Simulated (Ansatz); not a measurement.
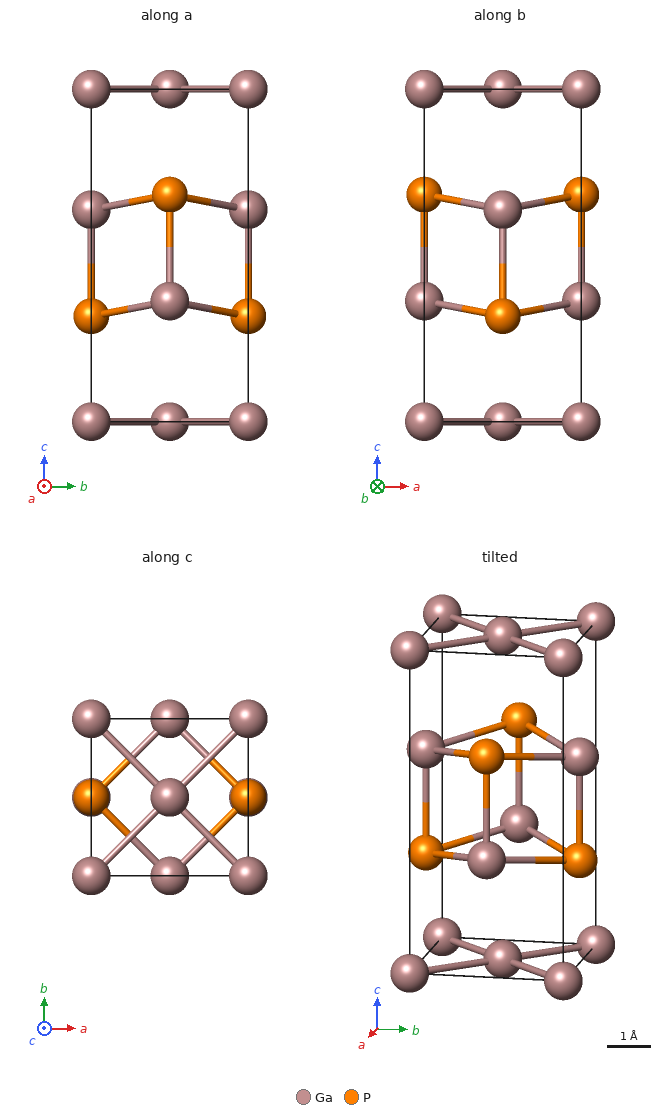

The image is a ball-and-stick drawing of a crystal, viewed along the a axis, along the b axis, along the c axis and slightly off an axis. The conventional unit cell is drawn as a box.

Lattice parameters: a = 3.715 Å, b = 3.715 Å, c = 7.869 Å, α = 90.00°, β = 90.00°, γ = 90.00°. Put a along x and b in the xy plane.

Question: Write down what is shown as a POSCAR file, with free fractional coordinates to two decimals.

Answer:
```
Ga P
1.0
     3.715    0.000    0.000
     0.000    3.715    0.000
     0.000    0.000    7.869
Ga P
4 2
Direct
  0.00 0.00 0.00
  0.50 0.50 0.00
  0.00 0.50 0.36
  0.50 0.00 0.64
  0.00 0.50 0.68
  0.50 0.00 0.32
```

Source of the structure: a structure type filled with these elements by a generator (whether the compound takes this form wasn't checked). Earlier steps of the study may have refined or changed the cell and positions. It was the input of a calculation with Ansatz.
